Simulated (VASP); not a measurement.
Band structure of Si (space group Fd-3m). Method: LDA (Ceperley-Alder, Perdew-Zunger), VASP's LDA PAW potentials (set 64) (plane waves; VASP).

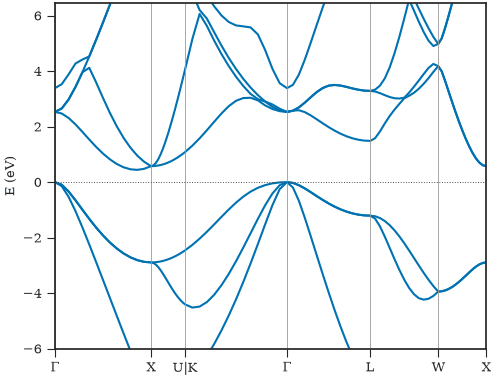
Figure: Bands along high-symmetry lines, zero at the valence-band maximum or, without a gap, the Fermi level

Question: Read the plot: is there a gap, and where are the band edges?

Answer: The gap is indirect, 0.44 eV, from the valence maximum at Γ to the conduction minimum at Γ-X at 0.86. (Edges off the drawn lines would not show.)

The structure comes from a computed database's Si entry (Fd-3m); how it stands against other phases isn't given here. It was relaxed first.
